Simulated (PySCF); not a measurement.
**C5H3PS: electronic excitations and core binding energies**

What electronic excitations and core binding energies should C5H3PS (`P#Cc1ccsc1`) show?

The runs use PySCF 2.14.0, with density-fitted response routines of our own; the level of theory stands in each step. All values are computed, except where a source is named. Atoms count from 0, in the outputs and in this text.

## Step 1: The starting structure

10 atoms, charge 0, multiplicity 1; geometry from: GFN2-xTB.

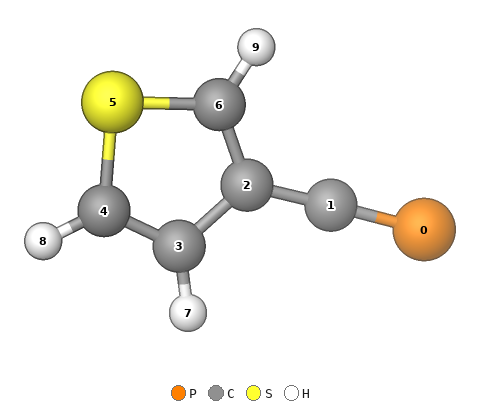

As it starts; phosphorus orange, carbon grey, sulfur yellow, hydrogen white, atoms numbered.

## Step 2: Excited states and response: wB97X-D/def2-SVPD

The job: settings as JSON, then the geometry in Å.

```
{"job": {"kind": "uv", "xc": "wB97X-D", "basis": "def2-SVPD", "nstates": 8, "ntriplets": 3}, "charge": 0, "multiplicity": 1}
P      3.470823    -0.536225     0.068214
C      1.949123    -0.200004     0.040296
C      0.582724     0.072555     0.015769
C     -0.432812    -0.932041    -0.056035
C     -1.677935    -0.407559    -0.065978
S     -1.667792     1.315598     0.010984
C      0.043660     1.334719     0.057915
H     -0.214294    -1.984241    -0.095567
H     -2.616211    -0.924019    -0.113483
H      0.571597     2.265872     0.115359
```

With the program's defaults for keys left out, this is: TDDFT wB97X-D/def2-SVPD, vertical, gas phase, core orbitals frozen in the response.

On the command line:

```sh
> OMP_NUM_THREADS=1 python probes_run.py task.json out
```

One launch serves the whole session: the jobs run in the order shown.

What it wrote:

```text
coarse grid: 10544 points
cycle   1  E = -931.2493901295  dE =  1.439e+00  |g| = 2.408e-01  |ddm| = 6.444e+00
cycle   2  E = -931.2645964724  dE = -1.521e-02  |g| = 1.769e-01  |ddm| = 1.047e+00
cycle   3  E = -931.2718465167  dE = -7.250e-03  |g| = 7.389e-02  |ddm| = 5.097e-01
cycle   4  E = -931.2732227267  dE = -1.376e-03  |g| = 3.551e-02  |ddm| = 1.666e-01
cycle   5  E = -931.2735612942  dE = -3.386e-04  |g| = 9.568e-03  |ddm| = 7.882e-02
cycle   6  E = -931.2735882272  dE = -2.693e-05  |g| = 2.099e-03  |ddm| = 2.716e-02
cycle   7  E = -931.2735899242  dE = -1.697e-06  |g| = 9.447e-04  |ddm| = 8.882e-03
final grid: 95832 points
cycle   8  E = -931.3787643224  dE = -5.799e-05  |g| = 7.651e-03  |ddm| = 1.671e-01
cycle   9  E = -931.3787493146  dE =  1.501e-05  |g| = 1.067e-02  |ddm| = 3.277e-02
cycle  10  E = -931.3787798954  dE = -3.058e-05  |g| = 1.616e-03  |ddm| = 1.438e-02
cycle  11  E = -931.3787805800  dE = -6.846e-07  |g| = 3.797e-04  |ddm| = 4.285e-03
cycle  12  E = -931.3787806355  dE = -5.551e-08  |g| = 1.566e-04  |ddm| = 1.631e-03
cycle  13  E = -931.3787806442  dE = -8.633e-09  |g| = 3.991e-05  |ddm| = 5.050e-04
cycle  14  E = -931.3787806455  dE = -1.351e-09  |g| = 2.138e-05  |ddm| = 1.716e-04
cycle  15  E = -931.3787806459  dE = -3.624e-10  |g| = 9.291e-06  |ddm| = 7.790e-05
converged SCF energy = -931.3787806459

Static polarisability (au): isotropic 106.303, principal 61.866 87.322 169.719

Singlet excitations
state   eV       nm        f      main configurations
  1   3.8350    323.3   0.00000   H->L+1 0.77, H-2->L 0.14
  2   4.1161    301.2   0.14547   H->L 0.69, H-2->L+1 0.25
  3   4.2541    291.4   0.00005   H-2->L 0.80, H->L+1 0.14
  4   5.2370    236.7   0.02913   H-1->L 0.83, H->L+2 0.12
  5   5.5781    222.3   0.15090   H->L+2 0.45, H->L 0.16, H-2->L+1 0.16
  6   6.0556    204.7   0.00019   H-1->L+1 0.72, H-1->L+3 0.08
  7   6.2046    199.8   0.00003   H->L+3 0.59, H-1->L+1 0.09
  8   6.2596    198.1   0.66106   H->L+2 0.36, H-3->L 0.24, H-2->L+1 0.20

Triplet excitations (Tamm-Dancoff, eV): 2.6921 3.4832 3.5955
```

Wall time 52 s (1 thread, shared host).

Frontier orbitals and where they lie:

| orbital | eV | atoms |
| --- | --- | --- |
| HOMO−3 | -10.93 | C1 27 %, S5 22 %, C2 17 % |
| HOMO−2 | -9.53 | C1 45 %, P0 41 %, C2 6 % |
| HOMO−1 | -9.36 | C3 27 %, C4 23 %, S5 20 % |
| HOMO | -8.32 | P0 28 %, C1 22 %, C2 14 % |
| LUMO | -0.21 | P0 33 %, C1 22 %, C6 18 % |
| LUMO+1 | 0.53 | P0 52 %, C1 34 %, C2 4 % |
| LUMO+2 | 1.40 | C4 28 %, C3 23 %, S5 14 % |

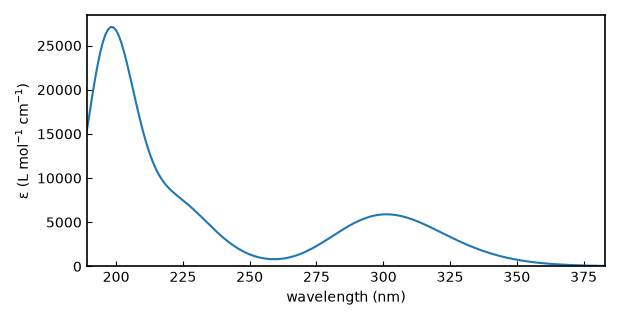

Absorption spectrum: each of the 8 states is a Gaussian band of 0.4 eV half-width at 1/e. Beyond the last state computed it falls off for lack of states.

Further results of this job:

| property | computed |
| --- | --- |
| dipole moment (D) | 1.46 |
| polarisability (Å³) | 15.75 |
| HOMO–LUMO gap (eV) | 8.11 |
| −ε(HOMO) (eV) | 8.32 |

## Step 3: X-ray photoelectron lines: SCAN, X2C

The job, as its differences from that of step 2:

```diff
@@ -1,2 +1,2 @@
-{"job": {"kind": "uv", "xc": "wB97X-D", "basis": "def2-SVPD", "nstates": 8, "ntriplets": 3}, "charge": 0, "multiplicity": 1}
+{"job": {"kind": "xps"}, "charge": 0, "multiplicity": 1}
 P      3.470823    -0.536225     0.068214
```

Level: delta-SCF UKS SCAN, pcX-2 on the ionised atom, pcseg-1 elsewhere, spin-free X2C.

What it wrote:

```text
ground state, core basis on atom 0 (P), 163 functions
  cycle   1  E = -933.53085213  |g| = 5.20e-01
  cycle   2  E = -933.01235334  |g| = 1.32e+00
  cycle   3  E = -933.56654162  |g| = 3.61e-01
  cycle   4  E = -933.60485815  |g| = 8.84e-02
  cycle   5  E = -933.60598540  |g| = 6.48e-02
  cycle   6  E = -933.60725499  |g| = 2.04e-02
  cycle   7  E = -933.60737341  |g| = 6.97e-03
  cycle   8  E = -933.60738360  |g| = 2.38e-03
  cycle   9  E = -933.60738350  |g| = 1.46e-03
  cycle  10  E = -933.60738443  |g| = 2.77e-04
  E(ground) = -933.62198857 Eh
hole in P 1s of atom 0
  cycle   1  E = -853.45572545  |g| = 4.72e+00
  cycle   2  E = -851.04386244  |g| = 2.69e+00
  cycle   3  E = -831.75246508  |g| = 3.70e+00
  cycle   4  E = -854.42513970  |g| = 5.82e-01
  cycle   5  E = -853.92997999  |g| = 1.04e+00
  cycle   6  E = -854.57586205  |g| = 2.26e-01
  cycle   7  E = -854.61479861  |g| = 1.02e-01
  cycle   8  E = -854.61674792  |g| = 8.69e-02
  cycle   9  E = -854.62100820  |g| = 2.07e-02
  cycle  10  E = -854.62122285  |g| = 1.01e-02
  cycle  11  E = -854.62129507  |g| = 3.82e-03
  cycle  12  E = -854.62130946  |g| = 2.54e-03
  cycle  13  E = -854.62132309  |g| = 1.86e-03
  cycle  14  E = -854.62133815  |g| = 1.39e-03
  cycle  15  E = -854.62134576  |g| = 7.39e-04
  cycle  16  E = -854.62134658  |g| = 4.82e-04
  E(ion) = -854.63710799 Eh   <S^2> = 0.7640   hole on atom = 1.000   binding energy = 2149.288 eV
hole in P 2p of atom 0
  cycle   1  E = -928.19267239  |g| = 1.38e+00
  cycle   2  E = -925.51457561  |g| = 1.95e+00
  cycle   3  E = -922.60207656  |g| = 2.25e+00
  cycle   4  E = -928.51965794  |g| = 3.44e-01
  cycle   5  E = -928.48058413  |g| = 4.33e-01
  cycle   6  E = -928.57637820  |g| = 1.76e-01
  cycle   7  E = -928.58474683  |g| = 1.25e-01
  cycle   8  E = -928.59481299  |g| = 2.32e-02
  cycle   9  E = -928.59508496  |g| = 7.73e-03
  cycle  10  E = -928.59510818  |g| = 7.22e-03
  cycle  11  E = -928.59515679  |g| = 2.74e-03
  cycle  12  E = -928.59518040  |g| = 2.43e-03
  cycle  13  E = -928.59520162  |g| = 1.70e-03
  cycle  14  E = -928.59522173  |g| = 1.33e-03
  cycle  15  E = -928.59522413  |g| = 6.98e-04
  cycle  16  E = -928.59522553  |g| = 3.91e-04
  E(ion) = -928.62117037 Eh   <S^2> = 0.7661   hole on atom = 1.002   binding energy = 136.079 eV
  2p3/2 = 135.828 eV   2p1/2 = 136.716 eV
ground state, core basis on atom 1 (C), 152 functions
  cycle   1  E = -933.49151230  |g| = 1.00e-01
  cycle   2  E = -933.46127998  |g| = 3.17e-01
  cycle   3  E = -933.49339831  |g| = 3.60e-02
  cycle   4  E = -933.49346754  |g| = 3.07e-02
  cycle   5  E = -933.49377706  |g| = 4.02e-03
  cycle   6  E = -933.49378148  |g| = 9.86e-04
  cycle   7  E = -933.49378131  |g| = 3.21e-04
  E(ground) = -933.53887150 Eh
hole in C 1s of atom 1
  cycle   1  E = -922.21168575  |g| = 1.52e+00
  cycle   2  E = -919.14061425  |g| = 2.62e+00
  cycle   3  E = -922.23603779  |g| = 8.04e-01
  cycle   4  E = -920.62697844  |g| = 1.32e+00
  cycle   5  E = -922.74174122  |g| = 2.98e-01
  cycle   6  E = -922.75272044  |g| = 3.43e-01
  cycle   7  E = -922.81710149  |g| = 7.05e-02
  cycle   8  E = -922.81817407  |g| = 5.57e-02
  cycle   9  E = -922.82009656  |g| = 1.74e-02
  cycle  10  E = -922.82040499  |g| = 1.21e-02
  cycle  11  E = -922.82064329  |g| = 7.28e-03
  cycle  12  E = -922.82082706  |g| = 5.56e-03
  cycle  13  E = -922.82091572  |g| = 2.80e-03
  cycle  14  E = -922.82094412  |g| = 2.01e-03
  cycle  15  E = -922.82095605  |g| = 1.67e-03
  cycle  16  E = -922.82095972  |g| = 1.04e-03
  cycle  17  E = -922.82096424  |g| = 6.44e-04
  cycle  18  E = -922.82096557  |g| = 5.86e-04
  cycle  19  E = -922.82096771  |g| = 2.41e-04
  E(ion) = -922.86608975 Eh   <S^2> = 0.9672   hole on atom = 1.000   binding energy = 290.421 eV
ground state, core basis on atom 2 (C), 152 functions
  cycle   1  E = -933.49532706  |g| = 6.04e-02
  cycle   2  E = -933.49429006  |g| = 6.12e-02
  cycle   3  E = -933.49315283  |g| = 8.45e-02
  cycle   4  E = -933.49542163  |g| = 1.45e-02
  cycle   5  E = -933.49547177  |g| = 2.20e-03
  cycle   6  E = -933.49547387  |g| = 8.61e-04
  cycle   7  E = -933.49547266  |g| = 1.32e-04
  E(ground) = -933.54093452 Eh
hole in C 1s of atom 2
  cycle   1  E = -922.20871421  |g| = 1.53e+00
  cycle   2  E = -920.13356376  |g| = 2.48e+00
  cycle   3  E = -922.07804705  |g| = 1.03e+00
  cycle   4  E = -922.47337671  |g| = 7.08e-01
  cycle   5  E = -922.76860728  |g| = 2.19e-01
  cycle   6  E = -922.78565501  |g| = 1.34e-01
  cycle   7  E = -922.79791722  |g| = 3.02e-02
  cycle   8  E = -922.79825265  |g| = 2.15e-02
  cycle   9  E = -922.79857504  |g| = 6.65e-03
  cycle  10  E = -922.79864953  |g| = 5.60e-03
  cycle  11  E = -922.79872159  |g| = 3.75e-03
  cycle  12  E = -922.79880690  |g| = 2.81e-03
  cycle  13  E = -922.79886590  |g| = 1.82e-03
  cycle  14  E = -922.79888512  |g| = 1.27e-03
  cycle  15  E = -922.79888930  |g| = 1.17e-03
  cycle  16  E = -922.79889284  |g| = 5.38e-04
  cycle  17  E = -922.79889303  |g| = 3.66e-04
  E(ion) = -922.84434982 Eh   <S^2> = 0.8265   hole on atom = 1.000   binding energy = 291.069 eV
ground state, core basis on atom 3 (C), 152 functions
  cycle   1  E = -933.49453301  |g| = 5.92e-02
  cycle   2  E = -933.49434447  |g| = 3.47e-02
  cycle   3  E = -933.49420212  |g| = 3.99e-02
  cycle   4  E = -933.49451845  |g| = 2.06e-02
  cycle   5  E = -933.49464432  |g| = 4.81e-03
  cycle   6  E = -933.49465159  |g| = 6.33e-04
  cycle   7  E = -933.49465012  |g| = 2.64e-04
  E(ground) = -933.54010857 Eh
hole in C 1s of atom 3
  cycle   1  E = -922.22478840  |g| = 1.52e+00
  cycle   2  E = -920.52815411  |g| = 2.25e+00
  cycle   3  E = -922.45545184  |g| = 7.27e-01
  cycle   4  E = -922.49112612  |g| = 7.11e-01
  cycle   5  E = -922.76977044  |g| = 2.84e-01
  cycle   6  E = -922.80350234  |g| = 1.57e-01
  cycle   7  E = -922.81724687  |g| = 5.09e-02
  cycle   8  E = -922.81882881  |g| = 1.86e-02
  cycle   9  E = -922.81902401  |g| = 7.75e-03
  cycle  10  E = -922.81908378  |g| = 4.11e-03
  cycle  11  E = -922.81912860  |g| = 2.91e-03
  cycle  12  E = -922.81915987  |g| = 2.32e-03
  cycle  13  E = -922.81917865  |g| = 1.59e-03
  cycle  14  E = -922.81918362  |g| = 7.33e-04
  cycle  15  E = -922.81918691  |g| = 5.46e-04
  cycle  16  E = -922.81918939  |g| = 5.19e-04
  cycle  17  E = -922.81919081  |g| = 3.70e-04
  E(ion) = -922.86481690 Eh   <S^2> = 0.7937   hole on atom = 1.000   binding energy = 290.489 eV
ground state, core basis on atom 4 (C), 152 functions
  cycle   1  E = -933.49487154  |g| = 6.09e-02
  cycle   2  E = -933.49434320  |g| = 5.06e-02
  cycle   3  E = -933.49404685  |g| = 5.77e-02
  cycle   4  E = -933.49475197  |g| = 3.06e-02
  cycle   5  E = -933.49503309  |g| = 4.34e-03
  cycle   6  E = -933.49503757  |g| = 7.29e-04
  cycle   7  E = -933.49503932  |g| = 1.61e-04
  E(ground) = -933.54036932 Eh
hole in C 1s of atom 4
  cycle   1  E = -922.20377701  |g| = 1.52e+00
  cycle   2  E = -917.99717133  |g| = 2.83e+00
  cycle   3  E = -921.12315258  |g| = 1.39e+00
  cycle   4  E = -922.68975461  |g| = 3.90e-01
  cycle   5  E = -922.66387417  |g| = 4.62e-01
  cycle   6  E = -922.79330203  |g| = 1.36e-01
  cycle   7  E = -922.80159134  |g| = 6.63e-02
  cycle   8  E = -922.80282982  |g| = 5.46e-02
  cycle   9  E = -922.80467186  |g| = 8.03e-03
  cycle  10  E = -922.80474995  |g| = 6.14e-03
  cycle  11  E = -922.80480084  |g| = 4.71e-03
  cycle  12  E = -922.80486369  |g| = 3.14e-03
  cycle  13  E = -922.80491343  |g| = 2.38e-03
  cycle  14  E = -922.80494359  |g| = 1.81e-03
  cycle  15  E = -922.80495895  |g| = 1.10e-03
  cycle  16  E = -922.80496600  |g| = 6.43e-04
  cycle  17  E = -922.80496943  |g| = 7.00e-04
  cycle  18  E = -922.80497022  |g| = 4.12e-04
  E(ion) = -922.85124153 Eh   <S^2> = 0.8172   hole on atom = 1.000   binding energy = 290.866 eV
ground state, core basis on atom 5 (S), 163 functions
  cycle   1  E = -933.64364289  |g| = 4.05e-01
  cycle   2  E = -933.64310638  |g| = 5.92e-02
  cycle   3  E = -933.63937816  |g| = 1.25e-01
  cycle   4  E = -933.64337069  |g| = 4.57e-02
  cycle   5  E = -933.64401948  |g| = 9.26e-03
  cycle   6  E = -933.64404228  |g| = 1.61e-03
  cycle   7  E = -933.64404304  |g| = 5.76e-04
  cycle   8  E = -933.64404299  |g| = 1.95e-04
  E(ground) = -933.67432704 Eh
hole in S 1s of atom 5
  cycle   1  E = -841.35584827  |g| = 5.08e+00
  cycle   2  E = -838.20282838  |g| = 3.11e+00
  cycle   3  E = -821.50801089  |g| = 4.09e+00
  cycle   4  E = -842.51554081  |g| = 3.65e-01
  cycle   5  E = -842.48240636  |g| = 4.56e-01
  cycle   6  E = -842.57957280  |g| = 7.91e-02
  cycle   7  E = -842.58010078  |g| = 7.11e-02
  cycle   8  E = -842.58282913  |g| = 2.57e-02
  cycle   9  E = -842.58287425  |g| = 2.24e-02
  cycle  10  E = -842.58319657  |g| = 5.63e-03
  cycle  11  E = -842.58321902  |g| = 2.08e-03
  cycle  12  E = -842.58321976  |g| = 5.05e-04
  cycle  13  E = -842.58322007  |g| = 1.83e-04
  E(ion) = -842.60590192 Eh   <S^2> = 0.7515   hole on atom = 1.000   binding energy = 2478.098 eV
hole in S 2p of atom 5
  cycle   1  E = -926.91061587  |g| = 1.53e+00
  cycle   2  E = -923.72913422  |g| = 2.35e+00
  cycle   3  E = -922.93427991  |g| = 2.07e+00
  cycle   4  E = -927.28162748  |g| = 3.82e-01
  cycle   5  E = -927.17834067  |g| = 5.38e-01
  cycle   6  E = -927.31384747  |g| = 2.81e-01
  cycle   7  E = -927.35922542  |g| = 8.86e-02
  cycle   8  E = -927.36373685  |g| = 3.90e-02
  cycle   9  E = -927.36445317  |g| = 1.41e-02
  cycle  10  E = -927.36455817  |g| = 5.45e-03
  cycle  11  E = -927.36457495  |g| = 1.13e-03
  cycle  12  E = -927.36457612  |g| = 4.02e-04
  E(ion) = -927.40237487 Eh   <S^2> = 0.7540   hole on atom = 1.001   binding energy = 170.669 eV
  2p3/2 = 170.131 eV   2p1/2 = 171.366 eV
ground state, core basis on atom 6 (C), 152 functions
  cycle   1  E = -933.49480707  |g| = 6.48e-02
  cycle   2  E = -933.49417212  |g| = 5.75e-02
  cycle   3  E = -933.49476660  |g| = 3.42e-02
  cycle   4  E = -933.49506442  |g| = 1.19e-02
  cycle   5  E = -933.49510215  |g| = 2.37e-03
  cycle   6  E = -933.49510166  |g| = 1.28e-03
  cycle   7  E = -933.49510508  |g| = 4.34e-04
  E(ground) = -933.54021819 Eh
hole in C 1s of atom 6
  cycle   1  E = -922.19949175  |g| = 1.53e+00
  cycle   2  E = -920.51302890  |g| = 2.30e+00
  cycle   3  E = -922.52227405  |g| = 6.63e-01
  cycle   4  E = -922.40193590  |g| = 7.70e-01
  cycle   5  E = -922.78244363  |g| = 2.26e-01
  cycle   6  E = -922.80608295  |g| = 9.57e-02
  cycle   7  E = -922.81159444  |g| = 4.29e-02
  cycle   8  E = -922.81265061  |g| = 1.71e-02
  cycle   9  E = -922.81284922  |g| = 6.60e-03
  cycle  10  E = -922.81289954  |g| = 5.09e-03
  cycle  11  E = -922.81295811  |g| = 3.51e-03
  cycle  12  E = -922.81301293  |g| = 2.55e-03
  cycle  13  E = -922.81305067  |g| = 1.91e-03
  cycle  14  E = -922.81307204  |g| = 1.27e-03
  cycle  15  E = -922.81308002  |g| = 8.34e-04
  cycle  16  E = -922.81308415  |g| = 3.99e-04
  E(ion) = -922.85909753 Eh   <S^2> = 0.8197   hole on atom = 1.000   binding energy = 290.648 eV
```

Run time: 4.6 min. Hardware: 1 thread, shared host.

The holes in one table. −ε is the ground-state orbital energy:

| hole | stands for | environment | ΔSCF (eV; 2p as the shell's mean) | −ε (eV) | ⟨S²⟩ |
| --- | --- | --- | --- | --- | --- |
| P1s on P0 | P0 | phosphorus bonded to C | 2149.29 | 2092.5 | 0.764 |
| P2p on P0 | P0 | phosphorus bonded to C | 136.12 | 125.5 | 0.766 |
| C1s on C1 | C1 | carbon bonded to C, P | 290.42 (doubtful) | 274.6 | 0.967 |
| C1s on C2 | C2 | substituted aromatic carbon | 291.07 | 274.8 | 0.827 |
| C1s on C3 | C3 | aromatic CH | 290.49 | 274.3 | 0.794 |
| C1s on C4 | C4 | aromatic CH next to the ring sulfur | 290.87 | 274.9 | 0.817 |
| S1s on S5 | S5 | aromatic ring sulfur | 2478.10 | 2416.3 | 0.752 |
| S2p on S5 | S5 | aromatic ring sulfur | 170.54 | 159.4 | 0.754 |
| C1s on C6 | C6 | aromatic CH next to the ring sulfur | 290.65 | 275.0 | 0.820 |

Doubtful: the ion did not converge, its hole moved, or its ⟨S²⟩ is well above 0.75.

With the spin-orbit splitting: P0 2p3/2 135.83, 2p1/2 136.72 eV; S5 2p3/2 170.13, 2p1/2 171.37 eV. The table gives each 2p level as the mean over the whole 2p shell (two parts 2p3/2, one part 2p1/2), which differs a little from the single hole in the log.

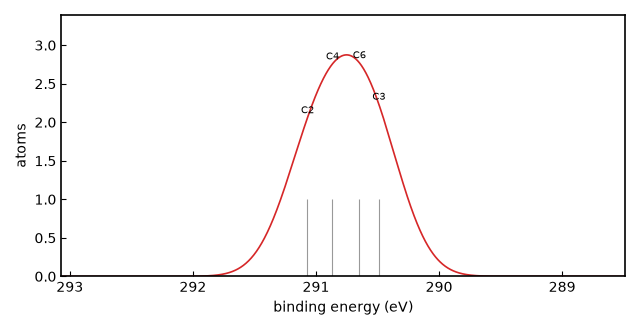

The C1s photoelectron lines, weighted by the number of atoms. Only 4 of the 5 C atoms are covered by sound results. Lines are broadened to a width of 0.60 eV (Gaussian).

## Step 4: Summary of results

| quantity | value |
| --- | --- |
| lowest singlet (wB97X-D/def2-SVPD) | 3.83 eV (323 nm), f = 0.000 |
| brightest single state of those computed | state 8, 6.26 eV, f = 0.661 |
| lowest triplet | 2.69 eV |
| C1s binding energies, SCAN/pcX-2 (standing for 4 of 5 atoms) | C2 291.07, C4 290.87, C6 290.65, C3 290.49 eV |
| P1s binding energies, SCAN/pcX-2 | P0 2149.29 eV |
| P2p binding energies, SCAN/pcX-2 | P0 136.12 eV |
| S1s binding energies, SCAN/pcX-2 | S5 2478.10 eV |
| S2p binding energies, SCAN/pcX-2 | S5 170.54 eV |

What this shows: The first singlet state (HOMO→LUMO+1 0.77, HOMO−2→LUMO 0.14) lies at 3.83 eV and is dark; of the 8 states computed, the strongest absorption comes from state 8 at 6.26 eV (the last computed, so partners may be missing). The lowest triplet lies 1.14 eV below the lowest singlet (triplets in Tamm-Dancoff, singlets in full TDDFT). The C1s levels kept as sound span 0.58 eV, from C3 (aromatic CH) up to C2 (substituted aromatic carbon). Only 4 of the 5 C atoms are covered by sound results.
